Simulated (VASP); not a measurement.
Band structure of GaN (relaxed from the layer:h-BN structure). All values below come from r2SCAN meta-GGA, VASP's PBE PAW potentials (set 64) (plane waves; VASP).

The cell holds a wide vacuum, so values per volume refer to the whole cell.

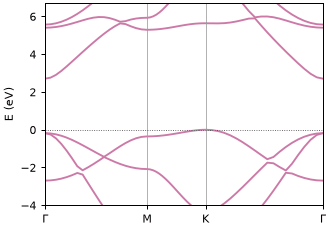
Figure. Bands along high-symmetry lines, zero at the valence-band maximum or, without a gap, the Fermi level

Problem. Read the plot: is there a gap, and where are the band edges?

Solution. The gap is indirect, 2.71 eV, from the valence maximum at K to the conduction minimum at Γ.

The cell is a sheet with vacuum, built from a generated structure.
